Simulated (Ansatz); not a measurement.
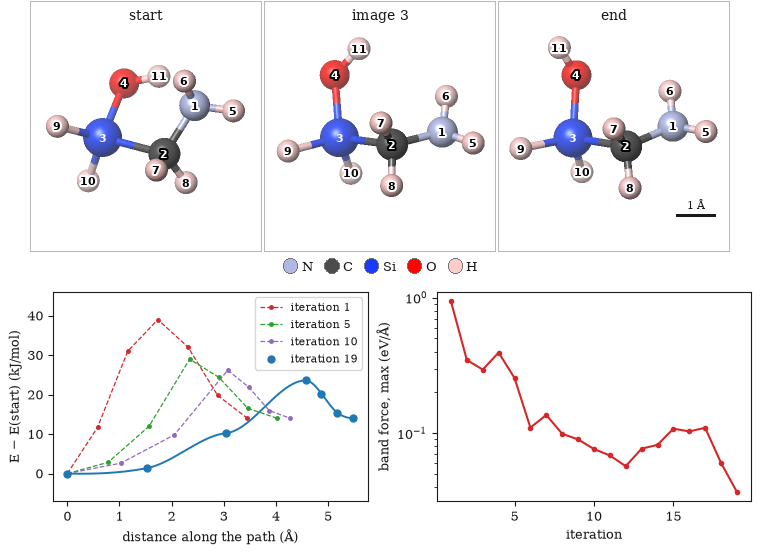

A search for the minimum-energy path of CH7NOSi by the nudged elastic band. Images are numbered from 0 (start) to 6 (end). The plot follows the band through its iterations. The picture is a ball-and-stick view, seen at a tilt.

Theory: Ansatz, RKS PBE-D4/6-31G. Settings: 5 movable images; climbing image; force threshold 0.05 eV/Å; iteration limit 60; starting path by image-dependent pair potential.

### Did the band converge, and can the barrier be trusted?

The result is final at these settings. The band converged in 19 iterations. The largest component of the band force went from 0.94 to 0.037 eV/Å. The climbing image converged on the top of the path. Its vibrational analysis gives one imaginary mode (329i cm⁻¹), as a transition state must have. The first iteration put the highest image at 39.0 kJ/mol. The highest point, image 3, lies 23.6 kJ/mol above the start and 9.6 kJ/mol above the end; the end is at +14.0 kJ/mol relative to the start.

The run took 3.6 min on 1 thread of Arm Neoverse V2 (shared host), peak memory 0.1 GiB.
